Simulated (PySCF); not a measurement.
# TiH4O4 (SMILES O[Ti](O)(O)O): levels of theory compared

We compute a comparison of 6 runs (BLYP/def2-SVP, PBE/def2-SVP, SVWN5/def2-SVP, TPSS/def2-SVP, revPBE/def2-SVP, CCSD(T)/def2-SVP) of TiH4O4. 

Program for the calculation: PySCF 2.14.0.

## 1. Starting point

TiH4O4: 9 atoms, total charge 0, spin state singlet. As SMILES, `O[Ti](O)(O)O`. Geometry: relaxed at PBE0-D4/def2-TZVP. This is one conformer, not always the lowest.

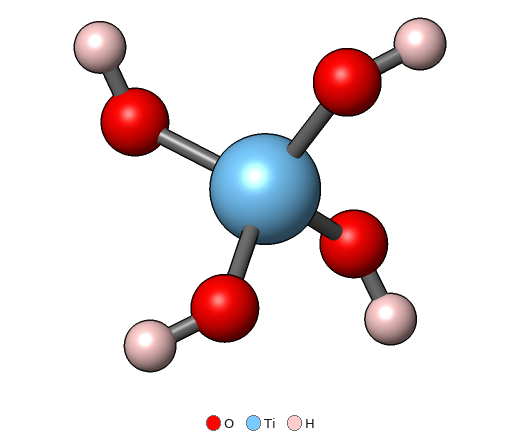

The structure, seen from a chosen angle (oxygen red, titanium blue, hydrogen pink).

## 2. A single-point energy at BLYP/def2-SVP (run 1)

input.py reads:

```python
from pyscf import gto, dft

system = gto.Mole()
system.atom = '''
O     -0.236688     2.396910    -2.405111
Ti     0.000132     0.000170    -0.000094
O      3.121280    -1.351740    -0.124949
O     -2.335002    -2.417338    -0.536361
O     -0.548947     1.372470     3.065740
H     -1.537236     2.671978    -3.633773
H      4.291530    -1.674241     1.217891
H     -2.122427    -4.112516    -1.134875
H     -0.632624     3.114288     3.551532
'''
system.basis = 'def2-svp'
system.charge = 0
system.unit = 'bohr'
system.verbose = 4
system.spin = 0
system.max_memory = 1860
system.build()

ks = dft.RKS(system)
ks.xc = 'blyp'
ks.conv_tol = 1e-10
ks.grids.level = 5
ks.kernel()
if not ks.converged:
    ks = ks.newton().run(ks.mo_coeff, ks.mo_occ)

etot = ks.e_tot
print('E = %.10f Eh' % etot)
```

On the command line:

```console
$ OMP_NUM_THREADS=1 python input.py
```

What it wrote:

```text
PySCF version 2.14.0

[... 83 lines left out ...]
converged SCF energy = -1152.63604436142
E = -1152.6360443614 Eh
```

Run time: 54 s. Hardware: 1 thread of Intel Xeon at 2.50GHz (Skylake/Cascade Lake), shared host; peak memory 0.57 GiB.

## 3. A single-point energy at PBE/def2-SVP (run 2)

job.py reads:

```python
# O[Ti](O)(O)O
from pyscf import gto, dft

system = gto.Mole()
system.atom = '''
O   -0.125250   1.268390  -1.272730
Ti   0.000070   0.000090  -0.000050
O    1.651710  -0.715310  -0.066120
O   -1.235630  -1.279200  -0.283830
O   -0.290490   0.726280   1.622320
H   -0.813470   1.413950  -1.922910
H    2.270980  -0.885970   0.644480
H   -1.123140  -2.176250  -0.600550
H   -0.334770   1.648010   1.879390
'''
system.max_memory = 1860
system.basis = 'def2-svp'
system.spin = 0
system.verbose = 4
system.charge = 0
system.build()

mf = dft.RKS(system, xc='pbe')
mf.conv_tol = 1e-10
mf.grids.level = 5
mf.kernel()
if not mf.converged:
    mf = mf.newton().run(mf.mo_coeff, mf.mo_occ)

e_final = mf.e_tot
print('E = %.10f Eh' % e_final)
```

On the command line:

```console
$ OMP_NUM_THREADS=1 python job.py
```

What it wrote:

```text
PySCF version 2.14.0

[... 84 lines left out ...]
converged SCF energy = -1152.12280571904
E = -1152.1228057190 Eh
```

Wall time 55 s (1 thread of Intel Xeon at 2.50GHz (Skylake/Cascade Lake), shared host); peak memory 0.57 GiB.

Runs 3 to 4 aren't shown in full; the table further down has their settings and results.

## 4. A single-point energy at revPBE/def2-SVP (run 5)

input.xyz reads:

```xyz
9

O     -0.125250     1.268390    -1.272730
Ti     0.000070     0.000090    -0.000050
O      1.651710    -0.715310    -0.066120
O     -1.235630    -1.279200    -0.283830
O     -0.290490     0.726280     1.622320
H     -0.813470     1.413950    -1.922910
H      2.270980    -0.885970     0.644480
H     -1.123140    -2.176250    -0.600550
H     -0.334770     1.648010     1.879390
```

input.py reads:

```python
from pyscf import gto, dft

system = gto.Mole()
system.atom = 'input.xyz'
system.basis = 'def2-svp'
system.max_memory = 1860
system.spin = 0
system.verbose = 3
system.build()

myscf = dft.RKS(system, xc='revpbe')
myscf.conv_tol = 1e-10
myscf.grids.level = 5
myscf.kernel()
if not myscf.converged:
    myscf = myscf.newton().run(myscf.mo_coeff, myscf.mo_occ)

e_final = myscf.e_tot
print(f'total energy: {e_final:.8f} hartree')
```

On the command line:

```console
$ OMP_NUM_THREADS=1 python input.py
```

What it wrote:

```text
converged SCF energy = -1152.45765234837
total energy: -1152.45765235 hartree
```

Wall time 58 s (1 thread of Intel Xeon at 2.50GHz (Skylake/Cascade Lake), shared host); peak memory 0.57 GiB.

## 5. The energy at CCSD(T)/def2-SVP (run 6)

calc.py reads:

```python
from pyscf import gto, scf, cc

molecule = gto.Mole()
molecule.atom = [
    ('O', (-0.125250, 1.268390, -1.272730)),
    ('Ti', (0.000070, 0.000090, -0.000050)),
    ('O', (1.651710, -0.715310, -0.066120)),
    ('O', (-1.235630, -1.279200, -0.283830)),
    ('O', (-0.290490, 0.726280, 1.622320)),
    ('H', (-0.813470, 1.413950, -1.922910)),
    ('H', (2.270980, -0.885970, 0.644480)),
    ('H', (-1.123140, -2.176250, -0.600550)),
    ('H', (-0.334770, 1.648010, 1.879390)),
]
molecule.max_memory = 1860
molecule.basis = 'def2-svp'
molecule.spin = 0
molecule.verbose = 3
molecule.build()

mf = scf.RHF(molecule)
mf.conv_tol = 1e-10
mf.kernel()
if not mf.converged:
    mf = mf.newton().run(mf.mo_coeff, mf.mo_occ)

mycc = cc.CCSD(mf, frozen=9)
mycc.kernel()
e_t = mycc.ccsd_t()
e_tot = mycc.e_tot + e_t
print('Final energy', e_tot)
```

On the command line:

```console
$ OMP_NUM_THREADS=1 python calc.py
```

What it wrote:

```text
converged SCF energy = -1150.02325117742
E(CCSD) = -1151.103202947491  E_corr = -1.079951770070334
CCSD(T) correction = -0.0401708407447972
Final energy -1151.143373788236
```

Run time: 3.7 min. Hardware: 1 thread of Intel Xeon at 2.50GHz (Skylake/Cascade Lake), shared host; peak memory 0.98 GiB.

## 6. Overview of the runs

```csv
run,level,integration grid,frozen core orbitals,energy (Eh),dipole moment (D) of the reference,HOMO energy (eV),LUMO energy (eV),wall time
1,BLYP/def2-SVP,5,–,-1152.636044,0.00,-6.58,-1.53,54 s
2,PBE/def2-SVP,5,–,-1152.122806,0.00,-6.74,-1.66,55 s
3,SVWN5/def2-SVP,5,–,-1148.489540,0.00,-6.91,-1.83,32 s
4,TPSS/def2-SVP,5,–,-1152.719787,0.00,-6.88,-1.65,99 s
5,revPBE/def2-SVP,5,–,-1152.457652,0.00,-6.69,-1.61,58 s
6,CCSD(T)/def2-SVP,–,9,-1151.143374,0.00,-13.20,1.65,3.7 min
```

## 7. Outcome

| quantity | value |
| --- | --- |
| run 6: total energy | -1151.14337 Eh |
| run 6: dipole moment (Hartree–Fock density) | 0.00 D |
| run 6: HOMO energy (Hartree–Fock orbitals) | -13.20 eV |
| run 6: LUMO energy (Hartree–Fock orbitals) | 1.65 eV |
| run 6: HOMO–LUMO gap (Hartree–Fock orbitals) | 14.85 eV |
| run 6: correlation energy (9 core orbitals frozen) | -1120.1 mEh |
| run 6: (T) correction | -40.17 mEh |
| run 6: T1 diagnostic | 0.022 |

In words: Over runs 1, 2, 3, 4, 5 the HOMO–LUMO gap runs from 5.05 eV (BLYP/def2-SVP) to 5.22 eV (TPSS/def2-SVP). Totals of different functionals can't be ranked against each other. All runs together took 8.7 min, the longest 3.7 min.
